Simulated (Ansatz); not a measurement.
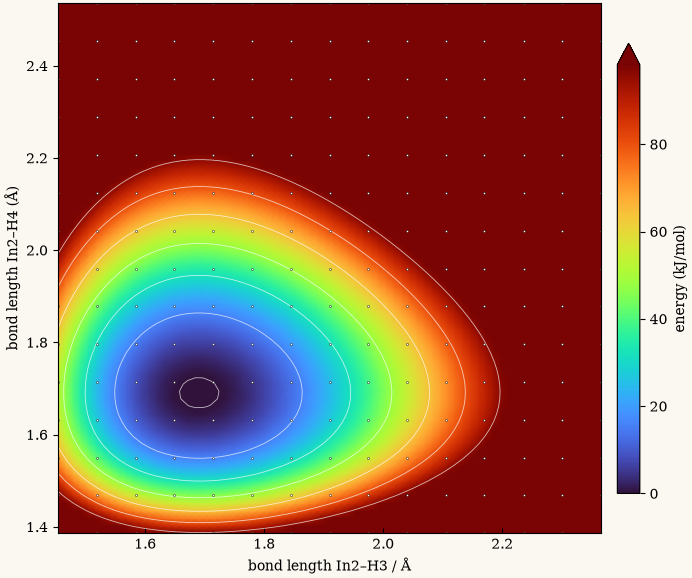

ClH2In, SMILES [Cl][InH2]. The first coordinate is: bond length In2–H3; the second: bond length In2–H4. Nothing is relaxed (all other coordinates rigid). The grid has 15 × 15 points. Energies: kJ/mol, counted from the lowest grid point. The restricted reference is unstable at some or all points, so the energies there are unreliable. The calculation used RHF-MP2, frozen core/def2-TZVP in Ansatz 0.2.0.

In the figure: a smooth colour map with a few white contour lines, dots at the grid points, one colour for all values above the top of the scale. Between grid points the surface is interpolated.

> Estimate the position of the minimum and the force constants in these coordinates.

The interpolated minimum is at bond length In2–H3 ≈ 1.690 Å, bond length In2–H4 ≈ 1.690 Å. The curvatures there are about 14 eV/Å² and 14 eV/Å², with a cross term of about 0 eV/Å². Round the minimum the contours are nearly round: the two directions are equally stiff and uncoupled. (1 eV is 96.5 kJ/mol.)
